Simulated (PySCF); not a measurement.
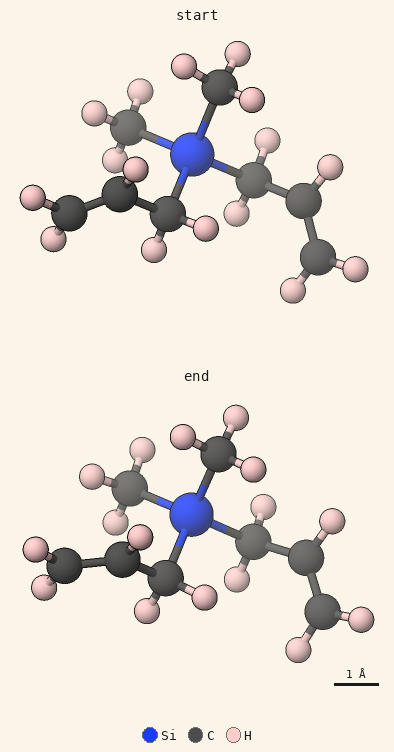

The structure of C$_{8}$H$_{16}$Si before (top) and after (bottom) a relaxation, at one scale.

Style: ball-and-stick. Shown at a tilt.

The start comes from GFN2-xTB. Its atoms were then displaced at random by about 0.03 Å.

Computed with PySCF 2.14.0, density-fitted response routines, PBE0-D3(BJ)/def2-SVP geometry optimisation, gas phase. 

Summarise the run.

Answer. An H atom moves most after the best rigid fit: 0.36 Å. By element the largest moves are H 0.36 Å, C 0.24 Å, Si 0.04 Å. Among the contacts that change: C–Si 2.027 → 1.881 Å, C–H 1.201 → 1.093 Å, C–H 1.010 → 1.102 Å, C–C 1.251 → 1.337 Å. Among the angles between lasting bonds that change: C–C–H 128.3° → 118.0°, C–C–C 118.7° → 126.1°, C–C–H 128.9° → 121.5°. The energy falls by 1.371 eV in 12 geometry steps. Cost: 2 min on 2 threads of Intel(R) Xeon(R) 6975P-C, with other jobs on the host.
